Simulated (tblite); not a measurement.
Molecular dynamics, with input and output: C7H9N (part 2 of 2)

Continued. System: C7H9N (2-ethylpyridine), SMILES CCc1ccccn1. Method: GFN2-xTB Langevin dynamics, gas phase (tblite 0.8.0). It belongs to a series of runs on one base structure; here: H on C replaced by C2H5.

Geometry of the input (Å):
```
C  -2.4150  -0.3687  0.5568
C  -1.4739  -0.3804  -0.6492
C  -0.0606  -0.1418  -0.2041
C  0.4339  1.1482  -0.0254
C  1.7333  1.3114  0.4199
C  2.4969  0.1832  0.6784
C  1.9133  -1.0568  0.4739
N  0.6746  -1.2174  0.0446
H  -3.4391  -0.5499  0.2390
H  -2.1244  -1.1446  1.2608
H  -2.3737  0.5927  1.0651
H  -1.5267  -1.3529  -1.1389
H  -1.7764  0.3936  -1.3572
H  -0.1920  2.0024  -0.2370
H  2.1457  2.3001  0.5639
H  3.5147  0.2642  1.0263
H  2.4624  -1.9713  0.6599
```

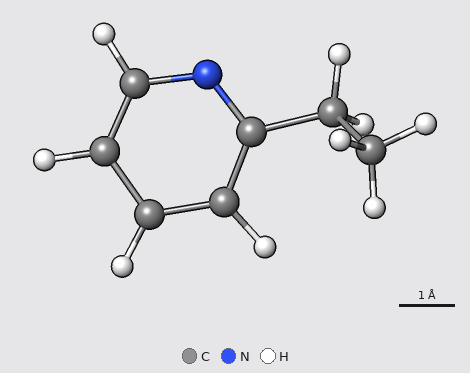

Figure 1. The geometry at step 31 of the log (ball-and-stick view, seen at a tilt).

**Trajectory as extended XYZ, continued**
```
17
Properties=species:S:1:pos:R:3:forces:R:3 step=21 time_fs=525.0 energy=-611.42310 temperature=192.5
C    -2.8435   -0.1560    0.6803    1.4989  -0.7303  -0.4661
C    -1.7602   -0.2609   -0.5026   -1.7684  -0.8856   1.1027
C    -0.4126    0.0416    0.0444   -0.0752  -0.7900  -0.4658
C    -0.0446    1.3492    0.2972    1.2195   0.8564   0.4921
C     1.2539    1.5716    0.8413   -1.9329  -3.6061  -1.2521
C     2.0407    0.4316    1.0020    0.2713  -0.2177  -0.0272
C     1.6152   -0.8367    0.5744   -0.2715   0.2092   1.1226
N     0.3630   -1.0496    0.1838    0.7963   0.8505  -0.1297
H    -3.8538   -0.3797    0.3514    0.1939  -0.0793  -0.0949
H    -2.5401   -0.8412    1.5059   -0.3319   0.3759  -0.7166
H    -2.7996    0.8447    1.0713   -0.1147   0.3717   0.1130
H    -1.7707   -1.3082   -0.9076   -0.0348   1.0096   0.2855
H    -2.0445    0.4642   -1.2579   -0.0128  -0.0554  -0.1981
H    -0.7225    2.2084    0.0916    0.5837  -0.8918   0.2057
H     1.5879    2.5002    1.0505    0.9292   2.5841   0.7602
H     3.0113    0.4388    1.4889   -0.0400   0.4595  -0.2315
H     2.3137   -1.6859    0.7657   -0.9104   0.5392  -0.4998
17
Properties=species:S:1:pos:R:3:forces:R:3 step=22 time_fs=550.0 energy=-611.55611 temperature=216.7
C    -2.8394   -0.1515    0.7404    0.5067   0.8835   0.2237
C    -1.8333   -0.2459   -0.4356   -1.6633   0.1061   0.1869
C    -0.4571    0.0308   -0.0215    0.7960   0.6461   0.2685
C    -0.0386    1.3087    0.3135    1.0942  -0.0931   0.2012
C     1.2746    1.5296    0.7511   -0.6021   2.9770  -0.2605
C     2.1002    0.4855    0.9089    1.4682  -1.8821   0.2599
C     1.5746   -0.7683    0.5947    0.2827  -0.0400  -0.3139
N     0.3869   -0.9858    0.0784   -0.0441  -0.5205   0.4330
H    -3.8201   -0.2655    0.3174   -0.4736   0.1117   0.0481
H    -2.7021   -0.9010    1.4864    0.2712  -0.7348   0.3199
H    -2.7587    0.8104    1.2997   -0.1033  -0.4757  -0.7187
H    -1.9026   -1.2445   -0.8446    0.0783  -0.2688  -0.1572
H    -2.2676    0.4602   -1.1546    0.6655   0.0153  -0.1837
H    -0.6697    2.1349    0.1741   -0.7864   0.8442  -0.0749
H     1.6747    2.5950    0.9090   -0.8281  -1.4994  -0.1523
H     3.1617    0.5152    1.2081   -0.7779   0.3072  -0.0407
H     2.2024   -1.6321    0.7054    0.1159  -0.3768  -0.0392
17
Properties=species:S:1:pos:R:3:forces:R:3 step=24 time_fs=600.0 energy=-611.48474 temperature=182.6
C    -2.8071   -0.1160    0.8359   -0.6976  -1.1732   0.9558
C    -1.8737   -0.2971   -0.3313   -0.9228  -1.8594  -1.1208
C    -0.4934   -0.0014    0.0778    0.9084   0.7326  -0.0262
C    -0.0114    1.3311    0.2084   -1.1267  -0.2919  -0.7918
C     1.2849    1.5321    0.6151    0.1445  -2.0006  -0.1397
C     2.1024    0.4093    0.8603   -1.1091   0.3855  -0.3811
C     1.5207   -0.8310    0.6237    1.1062   0.0337   0.5589
N     0.2843   -1.0587    0.2672   -0.6056   0.7795  -0.0620
H    -3.8876   -0.0678    0.6122    0.6246  -0.2606  -0.1894
H    -2.6388   -0.8972    1.6293   -0.1974   0.6199  -0.8600
H    -2.5195    0.8027    1.2464    0.0407   1.4718   0.9844
H    -1.9253   -1.3932   -0.6646    0.1387   1.4321   0.1421
H    -2.1824    0.3591   -1.1490    0.0102  -0.1120  -0.0483
H    -0.6736    2.1570   -0.1578    0.7003  -0.7116   0.6694
H     1.7565    2.4528    0.6642    0.3587   1.7298   0.1507
H     3.1254    0.5840    1.1494   -0.0034  -0.3670   0.0277
H     2.0687   -1.7399    0.7383    0.6303  -0.4088   0.1304
17
Properties=species:S:1:pos:R:3:forces:R:3 step=25 time_fs=625.0 energy=-611.58304 temperature=246.7
C    -2.9008   -0.0910    0.9468    1.2404   1.6452  -0.4283
C    -1.9438   -0.3969   -0.2483   -0.5845  -0.2974   0.3083
C    -0.5185    0.0073    0.0362    0.5335   0.4006   0.7660
C    -0.0217    1.3370    0.1304   -1.1086  -1.0501  -0.3608
C     1.2826    1.5197    0.5309    0.5727  -0.6330   0.0377
C     2.1058    0.4240    0.8377   -0.7021   0.0351  -0.1313
C     1.5125   -0.8445    0.7002    1.2261   0.2456   0.9395
N     0.2735   -1.0266    0.3669   -1.5207   0.5249  -0.8549
H    -3.9318   -0.3176    0.7825   -0.4045  -0.2213  -0.4657
H    -2.5656   -0.6358    1.8078    0.1867  -0.1934   0.3778
H    -2.8163    0.9993    1.1678   -0.2038  -0.6952   0.0180
H    -1.9365   -1.5002   -0.2774    0.0510   0.4117  -0.6256
H    -2.3158    0.0612   -1.1933    0.2087  -0.3663   0.6654
H    -0.6909    2.1733   -0.0912    0.3618  -0.2922   0.0533
H     1.7007    2.5048    0.6011    0.0101   0.3305   0.0800
H     3.1080    0.6363    1.2117   -0.3054  -0.4680  -0.2487
H     1.9635   -1.8059    0.9806    0.4387   0.6234  -0.1307
17
Properties=species:S:1:pos:R:3:forces:R:3 step=27 time_fs=675.0 energy=-611.53279 temperature=165.6
C    -2.9381   -0.0618    1.0250   -0.4206  -0.8252   0.5064
C    -2.0042   -0.5024   -0.0999   -0.1114   1.0237   0.1051
C    -0.5759   -0.1129    0.1778   -0.8475   0.4328  -0.3983
C    -0.1408    1.2044    0.1522   -0.4696   1.2682  -1.1491
C     1.1752    1.5203    0.4564   -0.7101   0.6710   0.1179
C     2.0134    0.4849    0.8130    0.1191  -0.0854  -0.1347
C     1.5073   -0.7951    0.7713   -0.4463  -0.2526   0.2787
N     0.2462   -1.0693    0.4881    0.5883  -1.3307   0.3478
H    -3.7816   -0.7826    0.9778    0.3994   0.5053   0.6223
H    -2.4008   -0.0949    1.9875   -0.5618  -0.1335  -0.3251
H    -3.3719    0.9158    0.8885    0.1890   0.3645  -0.0444
H    -2.1668   -1.5512   -0.2294    0.6096  -0.6853  -0.0927
H    -2.3748   -0.0016   -0.9789    0.1430   0.1699  -0.6782
H    -0.7652    2.0142   -0.3007    0.2755  -0.7933   0.7777
H     1.4044    2.5971    0.4601    0.4310  -0.7500  -0.0165
H     3.0434    0.5843    1.0484    0.6057   0.4422   0.2055
H     2.0903   -1.6567    1.0601    0.2067  -0.0215  -0.1225
17
Properties=species:S:1:pos:R:3:forces:R:3 step=28 time_fs=700.0 energy=-611.60946 temperature=180.6
C    -2.9081    0.0059    0.9930   -0.6917  -1.0276  -0.3069
C    -2.0312   -0.5797   -0.1126   -0.0295  -0.6208  -0.2533
C    -0.6048   -0.1685    0.1824   -0.5905  -0.0361  -0.4341
C    -0.2387    1.1698    0.1556   -1.1417   0.6120  -0.0980
C     1.0538    1.4890    0.4938   -0.4900  -0.8882  -0.4761
C     1.9596    0.4959    0.7757    0.6255  -0.5437   0.9662
C     1.4941   -0.8093    0.8579   -0.7022   0.7622  -0.4377
N     0.2435   -1.1090    0.5391    0.1374  -0.7260   0.1201
H    -3.8778   -0.5346    1.0115    0.5498   0.3745   0.1558
H    -2.3668   -0.1539    1.9039   -0.1528   0.0423   0.7068
H    -3.1103    1.0493    0.8481    0.0261   0.4171  -0.0247
H    -2.1110   -1.7123   -0.0975    0.1795   1.3194  -0.1555
H    -2.3908   -0.1709   -1.0774    0.4043  -0.4285   0.2838
H    -0.9956    1.9717   -0.0516    0.8662  -0.8826   0.1017
H     1.3048    2.4863    0.4484    0.8367   1.9275   0.1120
H     2.9685    0.7127    1.1194   -0.1501   0.0887  -0.3261
H     2.1024   -1.6217    1.1821    0.3230  -0.3903   0.0660
17
Properties=species:S:1:pos:R:3:forces:R:3 step=30 time_fs=750.0 energy=-611.48513 temperature=223.9
C    -3.1024    0.0825    0.7996    0.6011  -0.2468   1.7282
C    -2.0226   -0.6122   -0.0369   -0.4198   0.2765  -0.5894
C    -0.6010   -0.2172    0.2599   -0.2846  -0.9833   0.2572
C    -0.2208    1.0957    0.1283   -1.7604   0.1505  -1.2594
C     1.0047    1.4780    0.4739    2.4773   2.1851   1.7904
C     1.9123    0.5616    0.9927   -1.1493  -0.0176  -0.8956
C     1.5067   -0.7460    0.9562   -0.0896  -0.7626   0.7748
N     0.2650   -1.1283    0.6880   -0.1999  -0.1132  -0.2741
H    -4.0778   -0.3605    0.6138    0.0732   0.2048  -0.2107
H    -2.9207   -0.0310    1.9112   -0.0280  -0.0062  -1.1021
H    -3.0890    1.1471    0.6061   -0.2546   0.0967  -0.1109
H    -2.1251   -1.6810    0.0337    0.0570  -0.4584   0.1612
H    -2.2984   -0.3214   -1.0694    0.5038  -0.2147   0.1314
H    -0.8980    1.7503   -0.3704   -0.4286   0.6210   0.0371
H     1.2926    2.5489    0.6229   -0.3843  -0.7811  -0.7402
H     2.8427    0.9115    1.3021    1.3192   0.0854   0.4797
H     2.1561   -1.5365    1.3223   -0.0326  -0.0364  -0.1779
17
Properties=species:S:1:pos:R:3:forces:R:3 step=31 time_fs=775.0 energy=-611.51030 temperature=222.8
C    -3.1661    0.1084    0.6926   -0.0476  -1.2798   1.8148
C    -2.0210   -0.6673    0.0094    0.0617   1.0473   1.7027
C    -0.6313   -0.1355    0.3669   -0.0480  -1.2894  -0.5143
C    -0.1998    1.1585    0.1558   -0.6705   1.5560  -0.5781
C     1.0664    1.5560    0.5520    0.2480  -1.6859   0.3289
C     1.9243    0.5250    1.0072    1.0558   2.2162   0.2648
C     1.4830   -0.7516    1.0909   -1.6833  -0.4250  -0.3235
N     0.2104   -1.0618    0.7922    0.4811  -0.4420   0.4543
H    -4.1031   -0.4705    0.5414    0.5097   0.6505  -0.0125
H    -3.0156    0.1715    1.8208   -0.0121  -0.3315  -1.2535
H    -3.2656    1.1174    0.3956   -0.1490   0.8104  -0.7030
H    -2.1229   -1.6890    0.3227    0.3929  -0.5460   0.3462
H    -2.2047   -0.6683   -1.0235    0.0560   0.3051  -1.5655
H    -0.9016    1.8446   -0.3582    0.5256  -0.1856   0.5858
H     1.4506    2.5532    0.5720   -0.1961   0.3613  -0.3508
H     2.9515    0.8193    1.3226   -0.8163  -0.3976  -0.2698
H     2.0842   -1.5648    1.4297    0.2921  -0.3640   0.0734
17
Properties=species:S:1:pos:R:3:forces:R:3 step=33 time_fs=825.0 energy=-611.42850 temperature=217.6
C    -3.1975    0.2322    0.5560    0.1401   1.3346  -0.1881
C    -2.0116   -0.6341    0.1740   -0.5282  -1.0326  -0.9631
C    -0.6557   -0.1571    0.5472   -0.2670   1.7809   0.0793
C    -0.3220    1.2229    0.3620    1.6885  -1.8286  -0.1528
C     1.0548    1.5021    0.4537   -0.3036   1.2587   0.4031
C     1.9920    0.5319    0.8327   -2.4229  -0.5501   0.7221
C     1.4331   -0.6998    1.2512    1.4236   0.3498  -0.5304
N     0.1761   -1.0358    1.0658    0.1178  -0.0798  -0.1136
H    -4.1028   -0.3320    0.5108   -0.5872  -0.2303  -0.6081
H    -3.1884    0.5996    1.5596    0.5603  -0.0841   0.9989
H    -3.2609    1.1880   -0.0151   -0.0967  -0.9568  -0.1560
H    -2.1770   -1.6626    0.5719    0.2699   0.6407  -0.1714
H    -2.0056   -0.7316   -0.9569   -0.0576   0.0095   0.9788
H    -1.0433    1.9380    0.0222   -0.0103   0.1100   0.0999
H     1.3939    2.5749    0.3623   -0.3210  -1.2288  -0.1949
H     2.9974    0.7877    1.0083    0.8601   0.0466  -0.0864
H     2.0942   -1.4884    1.6535   -0.4658   0.4602  -0.1173
17
Properties=species:S:1:pos:R:3:forces:R:3 step=34 time_fs=850.0 energy=-611.46507 temperature=205.4
C    -3.2406    0.3480    0.4613   -0.2212   0.6935   0.8941
C    -2.0637   -0.6092    0.2350    0.2563   0.4634  -0.7006
C    -0.7003   -0.0958    0.6596    0.4626   0.8307  -0.7921
C    -0.2725    1.2195    0.3419   -0.9053  -0.5847  -0.4318
C     1.0614    1.5414    0.4095    0.3538   0.0347   0.3712
C     1.9363    0.5775    0.8860    1.1201  -0.2198  -0.3720
C     1.4322   -0.6961    1.2239    1.1168   1.7757  -0.2384
N     0.1833   -1.0035    1.0868   -1.7129  -0.2365   0.0477
H    -4.2329   -0.0278    0.1683    0.6784  -0.1103  -0.3529
H    -3.3938    0.6001    1.5496    0.5654  -0.4411  -0.8173
H    -3.0482    1.3086   -0.0142   -0.2152  -0.1170  -0.2190
H    -2.2831   -1.4904    0.7845    0.0306  -0.9996   0.3893
H    -1.8941   -0.9086   -0.8561   -0.6318   0.4870   1.1481
H    -0.9181    1.9584   -0.1376   -0.1415  -0.3994   0.4357
H     1.3845    2.5407    0.1012    0.0536  -0.4805   0.1308
H     3.0325    0.7823    0.8193   -1.0028  -0.3134   0.4150
H     2.0936   -1.4483    1.5983    0.1930  -0.3829   0.0922
17
Properties=species:S:1:pos:R:3:forces:R:3 step=36 time_fs=900.0 energy=-611.34965 temperature=179.9
C    -3.2368    0.5807    0.6547   -0.6277  -0.7300  -2.8554
C    -2.1851   -0.5122    0.4084   -0.1118   0.3587   1.2070
C    -0.7603   -0.0218    0.4908    0.4969  -0.3108   1.1968
C    -0.3429    1.2784    0.1891    1.5205  -0.1325  -0.2660
C     1.0144    1.6427    0.4462   -0.6437  -1.0369  -0.2737
C     1.8397    0.6444    0.9707   -0.3965   0.8429   0.3578
C     1.2948   -0.6034    1.2981    1.2488   0.1064  -0.1161
N     0.0763   -0.9539    1.0576   -1.8401   1.2388  -0.7822
H    -4.1641    0.3845    0.0771    0.2174  -0.5814   0.3392
H    -3.5344    0.6527    1.6466   -0.0086   0.4237   1.6200
H    -2.9597    1.4959    0.1747    0.5839   0.7738   0.4339
H    -2.3612   -1.2911    1.1779    0.4412   0.2551  -0.3842
H    -2.2695   -0.9954   -0.5335   -0.4260  -0.2765  -0.9920
H    -0.9027    2.0120   -0.3848   -0.3411  -0.3538   0.4380
H     1.3871    2.6500    0.1780   -0.2739  -0.8402   0.2861
H     2.8553    0.8782    1.2423    0.1563  -0.0691  -0.0857
H     1.9056   -1.3925    1.7470    0.0045   0.3318  -0.1236
17
Properties=species:S:1:pos:R:3:forces:R:3 step=37 time_fs=925.0 energy=-611.61031 temperature=245.3
C    -3.2557    0.6796    0.8211    0.3621  -0.4723   0.1530
C    -2.2662   -0.3813    0.3301   -0.4547  -0.5360   0.2576
C    -0.8475    0.0207    0.5626    0.3977   1.0034  -0.7344
C    -0.3728    1.2654    0.1406    1.5001   0.3484   0.7383
C     0.9924    1.5875    0.4427   -1.1487   1.0594  -0.4342
C     1.8125    0.6770    1.0735   -0.5748  -0.2908  -0.0739
C     1.2207   -0.5660    1.3245    1.9917  -0.3401   0.4169
N    -0.0027   -0.8571    1.0776   -1.7755  -0.9325   0.0629
H    -4.2718    0.4471    0.5645   -0.4554  -0.4813   0.0108
H    -3.1743    0.7601    1.9155    0.0027   0.3155  -0.5369
H    -3.0479    1.5841    0.2900    0.2011   0.7881   0.2223
H    -2.4813   -1.3297    0.8318    0.2243   0.0432   0.1230
H    -2.3928   -0.5913   -0.7321   -0.0910   0.2327  -0.1929
H    -1.0048    2.0241   -0.3173    0.2397  -0.3402   0.0642
H     1.3625    2.6229    0.2136   -0.3739  -1.1218   0.1159
H     2.8236    0.8974    1.3701    0.0209   0.0195  -0.0929
H     1.7845   -1.4313    1.7259   -0.0662   0.7046  -0.0996
17
Properties=species:S:1:pos:R:3:forces:R:3 step=39 time_fs=975.0 energy=-611.43462 temperature=224.3
C    -3.2117    0.7834    0.9420   -1.4766  -0.9070  -1.7609
C    -2.3485   -0.2440    0.2319   -0.1686  -1.2767  -0.8067
C    -0.9125    0.0187    0.4933    1.7805   1.0353   0.1829
C    -0.3230    1.2497    0.1284   -0.1753  -0.9648   0.1656
C     1.0018    1.5410    0.4738   -2.0522  -1.1644  -0.8855
C     1.7508    0.5887    1.0992   -0.0599   0.1978   0.9702
C     1.0756   -0.5461    1.5192   -0.1142   0.5449  -0.3749
N    -0.1694   -0.8227    1.2180   -1.0003  -0.4815  -0.1293
H    -4.2619    0.3572    0.8303    0.9912   1.1299   0.2634
H    -2.9609    0.8387    1.9627    0.2181   0.3059   1.0234
H    -3.0717    1.7237    0.3932   -0.4868  -0.1230   0.6243
H    -2.5977   -1.2694    0.5511    0.1897   0.2854   0.2581
H    -2.6133   -0.2544   -0.8591    0.5155   0.3077   0.6592
H    -0.9521    1.9074   -0.4307    0.0792   0.5922  -0.1720
H     1.3863    2.4337    0.1365    0.9014   1.8007  -0.4407
H     2.7263    0.8682    1.4507    0.3504  -0.3820  -0.0720
H     1.5440   -1.2270    2.1713    0.5082  -0.9004   0.4950
17
Properties=species:S:1:pos:R:3:forces:R:3 step=40 time_fs=1000.0 energy=-611.46321 temperature=231.5
C    -3.1590    0.8204    0.8914   -0.9493  -2.4972   0.1688
C    -2.3284   -0.2753    0.2085    0.2476  -0.3927  -0.4782
C    -0.8876    0.0334    0.4813    1.4340   0.8334   0.1917
C    -0.2626    1.2743    0.0550   -1.4318  -2.2797   0.4957
C     1.0479    1.4680    0.4282   -0.0124   2.8026  -1.0371
C     1.7170    0.5904    1.2495    0.3393   0.1206   0.0510
C     1.0208   -0.5409    1.6306    0.3298  -0.5768  -0.4202
N    -0.2092   -0.8364    1.2341   -0.3468   0.6081  -0.2945
H    -4.2159    0.6001    0.6338    0.5192   0.5204   0.4567
H    -2.9694    0.7246    1.9512   -0.3528   0.1524   0.3021
H    -2.8514    1.7603    0.5685    0.2042   1.4564  -0.5581
H    -2.5610   -1.3263    0.5254    0.1392   1.0588   0.1176
H    -2.5364   -0.2454   -0.8683    0.1678   0.0740   0.0069
H    -0.9180    1.9094   -0.5383    0.7482   0.1429   0.0699
H     1.5296    2.4656    0.0878   -0.5393  -1.6845   0.5585
H     2.7427    0.8447    1.5330   -0.4676  -0.4622   0.0703
H     1.5132   -1.3483    2.1586   -0.0292   0.1235   0.2991
```

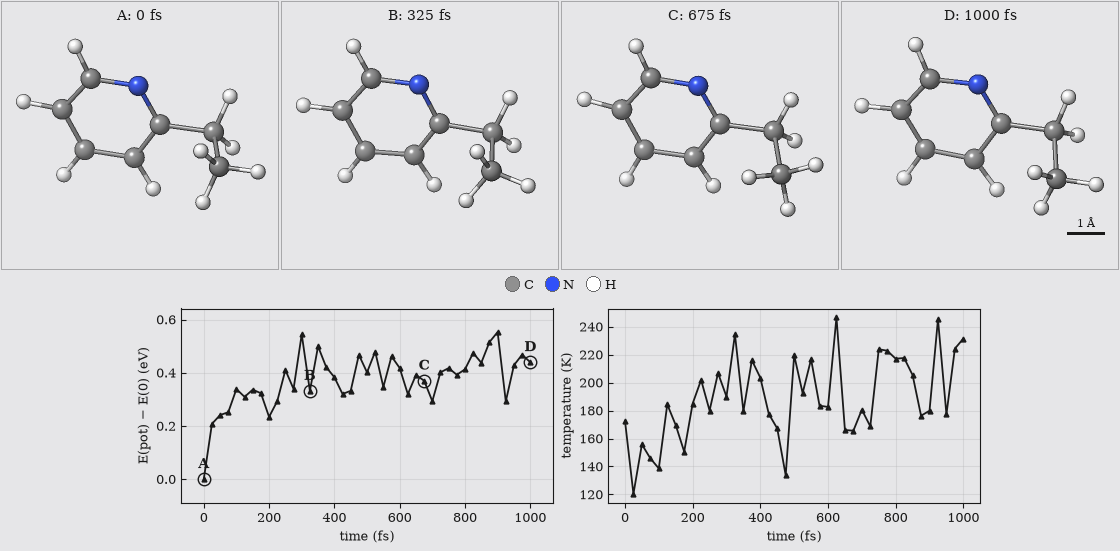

Figure 2. Frames of the molecular dynamics (ball-and-stick, seen at a tilt) above the curves, on which the letters mark them. The trajectory kept here has 41 frames over 1000 fs. The temperature starts at 173 K, ranges from 120 to 247 K and averages 202 K over the second half. The potential energy ends 0.439 eV above its first value. After an unweighted best fit of the last frame on the first, the root-mean-square displacement is 0.25 Å.

**Key numbers**

- outcome: finished
- mean temperature over the second half: 202 K
- trajectory: 41 frames kept, 1000 fs
- wall time: 10 s
- peak memory: 0.18 GiB
